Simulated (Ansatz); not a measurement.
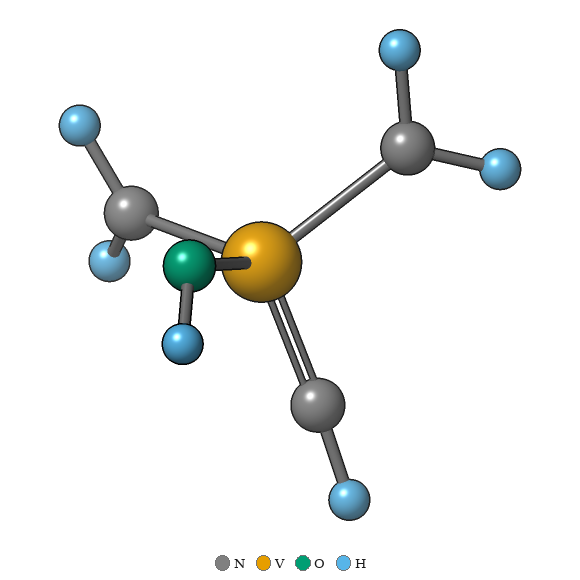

Rendered structure (ball-and-stick style). Multiple sticks mark multiple bonds (one Kekulé form).

The species is neutral and a spin singlet. The geometry was computed by an optimisation with PBE0-D4/def2-TZVP.

Description:

It has 11 atoms: 6 hydrogen, 3 nitrogen, 1 oxygen and 1 vanadium (H₆N₃OV). As SMILES it reads `[NH]=[V]([NH2])([NH2])[OH]`. This geometry has Cs symmetry. Coordination: 1 N linear; 1 V tetrahedral; 2 N trigonal planar; 1 O bent.

The parts below concern this one geometry. Atoms keep their numbers from picture to picture.

### Electronic properties

Level of theory: RKS PBE0-D4/def2-TZVPP (Ansatz 0.2.0).

Computed properties:

- HOMO energy (Kohn–Sham orbital): −6.69 eV
- LUMO energy (Kohn–Sham orbital): −1.17 eV
- HOMO–LUMO gap: 5.52 eV
- dispersion correction: −18.7 kJ/mol

### Vibrations

Harmonic vibrations computed with RKS PBE0-D4/def2-TZVP (Ansatz 0.2.0) at a stationary point of the same level.

How many vibrational modes are there, and where do they lie?

Answer. 27 modes: 52, 208, 210, 227, 247, 259, 285, 346, 369, 412, 424, 478, 592, 605, 630, 698, 769, 780, 1100, 1528, 1533, 3570, 3573, 3632, 3696, 3696, 3932 cm⁻¹.

### Charges

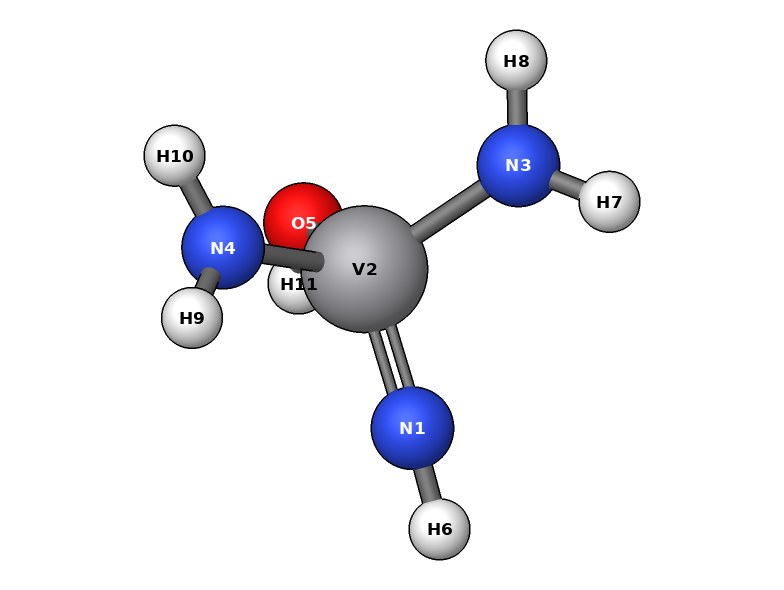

The questions are on Mulliken charges. Properties computed with RKS PBE0-D4/def2-TZVP (Ansatz 0.2.0).

List the Mulliken charges.

| atom | value (e) |
| --- | --- |
| N1 | −0.67 |
| V2 | 1.51 |
| N3 | −0.81 |
| N4 | −0.81 |
| O5 | −0.72 |
| H6 | 0.23 |
| H7 | 0.24 |
| H8 | 0.23 |
| H9 | 0.24 |
| H10 | 0.23 |
| H11 | 0.33 |

Mulliken values depend strongly on the basis set and can even reverse the polarity of a bond.
